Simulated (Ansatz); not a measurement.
Ag$_{5}$(PbO$_{3}$)$_{2}$ (space group P-31m)

```
Ag5(PbO3)2
1.0
    5.91485     0.00000     0.00000
   -2.95742     5.12241     0.00000
    0.00000     0.00000     6.42644
Ag Pb O
5 2 6
Direct
  0.00000   0.00000   0.22030
  0.00000   0.00000   0.77970
  0.00000   0.50000   0.00000
  0.50000   0.50000   0.00000
  0.50000   0.00000   0.00000
  0.66667   0.33333   0.50000
  0.33333   0.66667   0.50000
  0.62496   0.62496   0.30574
  0.37504   0.37504   0.69426
  0.37504   0.00000   0.30574
  0.62496   0.00000   0.69426
  0.00000   0.37504   0.30574
  0.00000   0.62496   0.69426
```

The volume is varied about the relaxed value V₀ at fixed cell shape. The atoms relax within the cell's symmetry.

Calculation: PBEsol (plane waves to 420 eV, PAW, scalar-relativistic; Ansatz, a first-principles code). k mesh 8×8×6 (Γ-centred), Fermi-Dirac smearing 0.05 eV. The energy includes the smearing's −TS. With the shape held, the modulus is that of even scaling; a crystal free to change shape is softer. Ag5(PbO3)2 is run without spin polarisation and with no Hubbard U. Ag5(PbO3)2 was relaxed with its symmetry unable to fall. Spin-orbit coupling is left out, though Pb is heavy. The zero of ΔE is the relaxed starting cell.

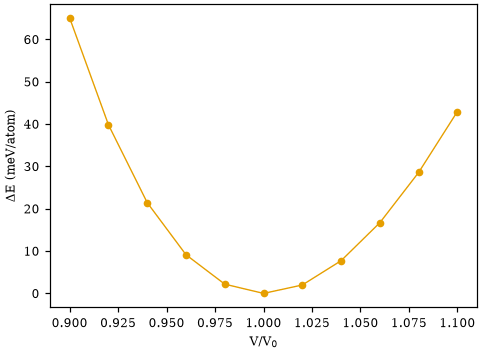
*ΔE (meV/atom) against V/V₀; one marker a computed point.*

Question: What is ΔE at V/V₀ = 1.100?

Answer: About 43 meV/atom.

Question: What is ΔE at V/V₀ = 0.900?

Answer: About 65 meV/atom.

Question: What bulk modulus at fixed cell shape B₀ follows from a third-order Birch-Murnaghan fit?

Answer: About 110 GPa.

(Under strain, the slope of the energy per volume gives the stress and its curvature an elastic modulus.)
